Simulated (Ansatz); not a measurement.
**Cu: normal modes and further scans**

Aim: for Cu, compute the harmonic modes and freeze in mode 4 at growing amplitude.

Method: DFT r2SCAN, scalar-relativistic, plane waves, PAW, in Ansatz 0.2.0.

2 further runs of the same task are left out: 1 that didn't finish, 1 set aside as unsound or not needed. Runs told in other sessions of the task aren't counted.

## (1) The structure to begin with

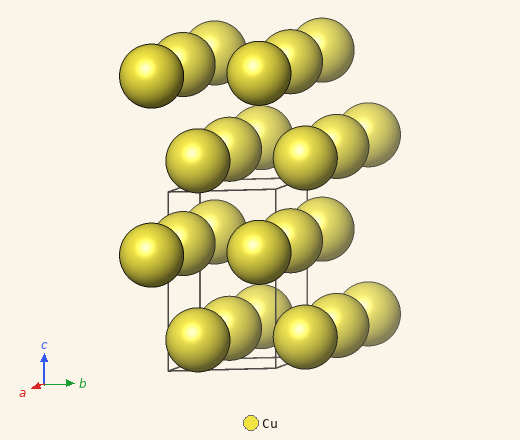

Start, viewed slightly off an axis; copper yellow. 3×2×2 cells are drawn.

As a file:

```xyz
2
Lattice="2.5305 0.0000 0.0000 -1.2653 2.1915 0.0000 0.0000 0.0000 4.1299" Properties=species:S:1:pos:R:3 pbc="T T T"
Cu    0.0000    1.4610    1.0325
Cu    1.2653    0.7305    3.0974
```

It goes back to an entry of the Materials Project, which need not be the stable form.

It is the result of an earlier relaxation at this level (volume 11.45 Å³/atom; gap on the mesh: none (metal)).

## (2) The reference: the undisturbed cell on the scan's mesh

Input file input.yaml:

```yaml
crystal:
  lattice:
    - [2.5305027254, 0.0, 0.0]
    - [-1.2652513627, 2.1914796445, 0.0]
    - [0.0, 0.0, 4.1298555601]
  atoms:
    - { symbol: Cu, position: [0.3333333333, 0.6666666667, 0.25] }
    - { symbol: Cu, position: [0.6666666667, 0.3333333333, 0.75] }
basis:
  ecutwfc: 500
kpoints:
  mp_grid: { grid: [30, 30, 14] }
hamiltonian:
  xc: r2scan
scf:
  occupations: { method: gaussian, width: 0.15 }
output:
  forces: true
  stress: true
  eigenvalues: true
  write_density: true
  write_potential: true
  elf: true
  volumetric_format: npy
```

The run is started by

```bash
$ ansatz run input.yaml --threads 2 --pin off --max-ram 5120MiB --backend cpu --events-out ev --progress --plain --runs-dir out
```

The program printed, shortened:

```text
Warning: RAYON_NUM_THREADS=2 ignored (pool sized by the plan → 2); use --threads N
[...]
Pseudopotentials: kind: paw
Pseudopotential: Cu, paw, valence charge 19, recommended cutoff 500 eV (meta_gga), Cu.paw.azcp
Functional definition: r2SCAN
[...]
Crystal: 2 atoms, lattice volume = 22.902 Å³
Basis set: ecut = 500 eV, 573 PW (Γ), exchange–correlation on 80×80×128 points (64 copies of the dense FFT grid, shifted against one another)
Bands: 23, of which v1, the nominal top of the filled ones, is band 19 counted from 1 (18 counted from 0)
Symmetry: 24 space group operations
Space group: P63/mmc (ITA 194), of the structure as read, at distance tolerance 2.8e-5 Å
k-points: 728 of 12600
[...]
SCF iter   1: F=—  HF=-13262.496229 eV  |F-HF|=—  |Δ(HF+E_count)|=         —  Δρ=3.98e-2  dr2=1.98e-1  dr2_τ=1.44e-3  ethr=1.77e-3  ⟨swp⟩=4.9  Hψ=61172  notcnv=0
[...]
SCF iter   7: F=-13262.460982 eV  HF=-13262.460982 eV  |F-HF|=2.01e-9  |Δ(HF+E_count)|=   1.65e-7  Δρ=4.70e-6  dr2=3.42e-9  dr2_τ=2.35e-11  ethr=2.30e-10  ⟨swp⟩=8.9  Hψ=113862  notcnv=0
[...]
SCF converged after 7 iterations
Free energy (F): -13262.460982 eV
[...]
E sigma→0 (E₀):  -13262.458114 eV
Entropy (-TS):   -0.005736 eV (-2.868 meV/atom)
Fermi energy:    17.212343 eV
[...]
--- Forces (eV/Å), atoms counted from 1 ---
  atom   1  Cu     0.00000000    -0.00000000     0.00000000
  atom   2  Cu     0.00000000     0.00000000     0.00000000
[...]
--- Stress (GPa, compression-positive) ---
       -0.370551       0.000000       0.000000
       -0.000000      -0.370551       0.000000
        0.000000       0.000000       0.663531
  P = ⅓ Tr σ = -0.0259 GPa (-0.259 kbar)
--- Band table (eV; the first three rows and the last of 728) ---
  k-point 0: bands = ["-99.2803", "-99.2642", "-55.1562", "-55.0537", "-55.0537", "-55.0351", "-55.0351", "-55.0318", "7.2557", "11.8059", "14.0219", "14.0752", "14.0752", "14.2999", "14.2999", "14.5965", "14.5965", "15.3969", "15.3969", "16.0600", "21.3636", "39.6190", "40.2860"]
[...]
```

It took 52 s on 2 threads of Intel Xeon at 2.50GHz (Skylake/Cascade Lake), shared host; peak memory 0.68 GiB.

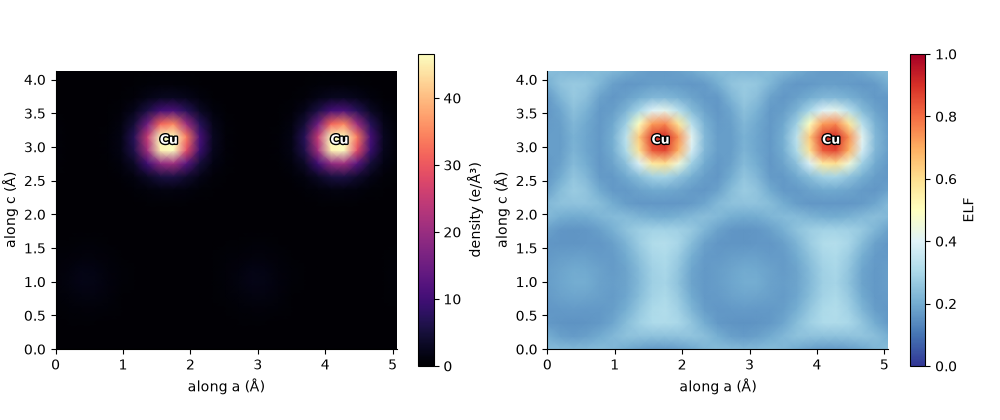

Density (left) and ELF (right) in a lattice plane of the grid's cell (edges 2.53 and 4.13 Å, at 0.333 of the third edge), which holds Cu. Only atoms in the plane are labelled; the density scale stops at 46.58 e/Å³. Both are smooth fields of the valence electrons: close to the nuclei they are not physical.

Reference values: F = -13262.4610 eV; pressure -0.03 GPa; largest force 0.000 eV/Å; gap on the mesh none (metal).

## (3) Normal modes

input.yaml: that of step 2 with these lines changed.

```diff
@@ -17,8 +17,8 @@
 output:
-  forces: true
-  stress: true
   eigenvalues: true
-  write_density: true
-  write_potential: true
-  elf: true
-  volumetric_format: npy
+phonons:
+  method: fd
+  supercell: [1, 1, 1]
+  amplitude: 0.02
+  eigenvectors: true
+  dielectric: false
```

The run is started by

```bash
$ ansatz run input.yaml --threads 2 --pin off --max-ram 5120MiB --backend cpu --events-out ev --progress --plain --runs-dir out
```

The program printed, shortened:

```text
Warning: RAYON_NUM_THREADS=2 ignored (pool sized by the plan → 2); use --threads N
[...]
Pseudopotentials: kind: paw
Pseudopotential: Cu, paw, valence charge 19, recommended cutoff 500 eV (meta_gga), Cu.paw.azcp
Functional definition: r2SCAN
[...]
Crystal: 2 atoms, lattice volume = 22.902 Å³
Basis set: ecut = 500 eV, 573 PW (Γ), exchange–correlation on 100×100×160 points (125 copies of the dense FFT grid, shifted against one another)
Bands: 23, of which v1, the nominal top of the filled ones, is band 19 counted from 1 (18 counted from 0)
Symmetry: 24 space group operations
k-points: 728 of 12600
[...]
SCF iter   1: F=—  HF=-13262.496231 eV  |F-HF|=—  |Δ(HF+E_count)|=         —  Δρ=3.98e-2  dr2=1.98e-1  dr2_τ=1.44e-3  ethr=1.77e-3  ⟨swp⟩=4.9  Hψ=61172  notcnv=0
[...]
Symmetry: 2 space group operations
[...]
E sigma→0 (E₀):  -13262.458117 eV
Entropy (-TS):   -0.005736 eV (-2.868 meV/atom)
Fermi energy:    17.212378 eV
[...]
--- Forces (eV/Å), atoms counted from 1 ---
  atom   1  Cu     0.00000000    -0.00000000     0.00000000
  atom   2  Cu     0.00000000     0.00000000     0.00000000
[...]
--- Band table (eV; the first three rows and the last of 728) ---
[... band rows left out ...]
[...]
--- Phonons: 2 displaced members + reference (amplitude 0.02 Å, Σ member SCF iterations 16) ---
  symmetry images taken by strict's conditions (phonons.symmetry_images: auto; settled by no image being taken that strict refuses)
  ASR residual: 6.723e-6 → 0.000e0 eV/Å²; symmetrization residual: 2.665e-15 eV/Å²
  largest component of a force at the reference: 9.3e-18 eV/Å
  ASR residual per site (eV/Å²): 6.72e-6 6.72e-6
  Γ frequencies (cm⁻¹): 0.00 0.00 0.00 111.36 111.36 258.99
  density of states and harmonic sums: on the 28×28×15 q-mesh, interpolated from the force constants of a 1×1×1 supercell (no non-analytic term)
  largest difference from the sums on the solved wave vectors: F 6.10e-1 eV, S 8.69e-4 and C_V 2.58e-4 eV/K
[...]
```

It took 7.1 min on 2 threads of Intel Xeon at 2.50GHz (Skylake/Cascade Lake), shared host; peak memory 2.6 GiB.

Wavenumbers in cm⁻¹, from the file of eigenvectors (i: imaginary; no LO–TO term): 1: 0, 2: 0, 3: 0, 4: 111, 5: 111, 6: 259. Three modes near zero are the rigid translations.

## (4) Next: a frozen normal mode

Mode 4 of the phonon run on this cell, counted from the lowest, is frozen in: each atom moves by x times its row below, so x is the largest displacement.

```
atom      ux     uy     uz
 Cu1  -1.000  0.000  0.000
 Cu2   1.000  0.000  0.000
```

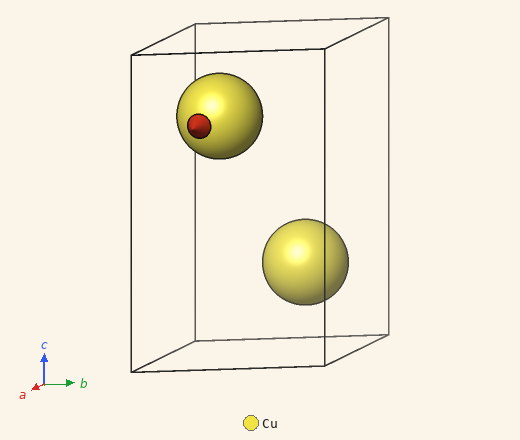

The mode's pattern as arrows, enlarged. Each atom of the cell is drawn once.

## (5) At x = -0.300 Å

Input file input.yaml:

```yaml
crystal:
  lattice:
    - [2.5305027254, 0.0, 0.0]
    - [-1.2652513627, 2.1914796445, 0.0]
    - [0.0, 0.0, 4.1298555601]
  atoms:
    - { symbol: Cu, position: [0.4518868512, 0.6666666667, 0.25] }
    - { symbol: Cu, position: [0.5481131488, 0.3333333333, 0.75] }
basis:
  ecutwfc: 500
kpoints:
  mp_grid: { grid: [30, 30, 14] }
hamiltonian:
  xc: r2scan
scf:
  occupations: { method: gaussian, width: 0.15 }
output:
  forces: true
  stress: true
  eigenvalues: true
  write_density: true
  write_potential: true
  elf: true
  volumetric_format: npy
```

The run is started by

```bash
$ ansatz run input.yaml --threads 2 --pin off --max-ram 5120MiB --backend cpu --events-out ev --progress --plain --runs-dir out
```

The program printed, shortened:

```text
Warning: RAYON_NUM_THREADS=2 ignored (pool sized by the plan → 2); use --threads N
[...]
Pseudopotentials: kind: paw
Pseudopotential: Cu, paw, valence charge 19, recommended cutoff 500 eV (meta_gga), Cu.paw.azcp
Functional definition: r2SCAN
[...]
Crystal: 2 atoms, lattice volume = 22.902 Å³
Basis set: ecut = 500 eV, 573 PW (Γ), exchange–correlation on 80×80×128 points (64 copies of the dense FFT grid, shifted against one another)
Bands: 23, of which v1, the nominal top of the filled ones, is band 19 counted from 1 (18 counted from 0)
Symmetry: 4 space group operations
Space group: P21/m (ITA 11), of the structure as read, at distance tolerance 2.8e-5 Å
k-points: 3616 of 12600
[...]
SCF iter   1: F=—  HF=-13262.265343 eV  |F-HF|=—  |Δ(HF+E_count)|=         —  Δρ=4.02e-2  dr2=2.03e-1  dr2_τ=1.59e-3  ethr=1.77e-3  ⟨swp⟩=4.8  Hψ=302439  notcnv=0
[...]
SCF iter   6: F=-13262.229259 eV  HF=-13262.229259 eV  |F-HF|=1.14e-7  |Δ(HF+E_count)|=   9.12e-6  Δρ=3.63e-5  dr2=9.05e-8  dr2_τ=5.78e-9  ethr=2.63e-10  ⟨swp⟩=10.3  Hψ=709237  notcnv=0
[...]
SCF converged after 6 iterations
Free energy (F): -13262.229259 eV
[...]
E sigma→0 (E₀):  -13262.226234 eV
Entropy (-TS):   -0.006051 eV (-3.025 meV/atom)
Fermi energy:    17.234762 eV
[...]
--- Forces (eV/Å), atoms counted from 1 ---
  atom   1  Cu    -0.66757677     0.64369593     0.00000000
  atom   2  Cu     0.66757677    -0.64369593     0.00000000
[...]
--- Stress (GPa, compression-positive) ---
       -2.577405      -5.852787      -0.000000
       -5.852789       0.825366       0.000000
       -0.000000       0.000000      15.075006
  P = ⅓ Tr σ = 4.4410 GPa (44.410 kbar)
--- Band table (eV; the first three rows and the last of 3616) ---
  k-point 0: bands = ["-99.3005", "-99.2749", "-55.2337", "-55.0902", "-55.0566", "-55.0426", "-55.0336", "-55.0202", "7.2780", "11.9123", "13.4368", "14.0225", "14.2645", "14.2704", "14.3148", "14.4300", "14.7195", "15.2663", "15.5643", "16.0992", "21.4347", "39.1881", "39.3865"]
[...]
```

Run time: 3.9 min. Hardware: 2 threads of Intel Xeon at 2.50GHz (Skylake/Cascade Lake), shared host; peak memory 2 GiB.

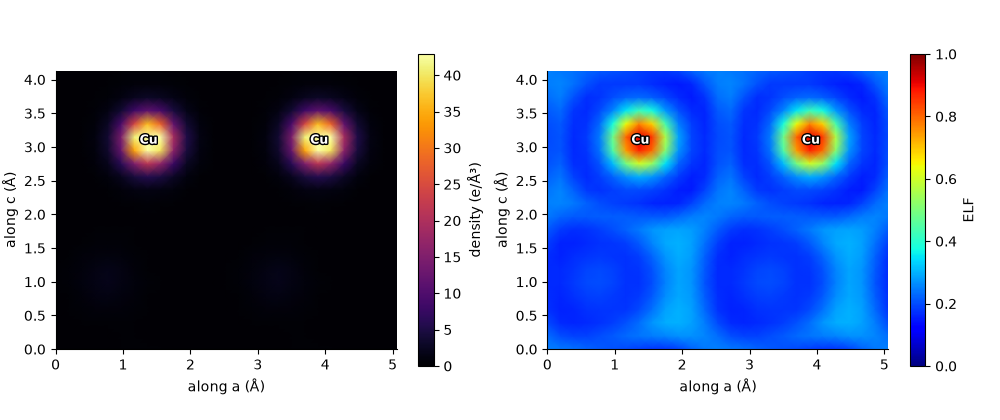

Density (left) and ELF (right) in a lattice plane of the grid's cell (edges 2.53 and 4.13 Å, at 0.333 of the third edge), which holds Cu. Only atoms in the plane are labelled; the density scale stops at 42.92 e/Å³. Both are smooth fields of the valence electrons: close to the nuclei they are not physical.

[end of part 1 of 2]
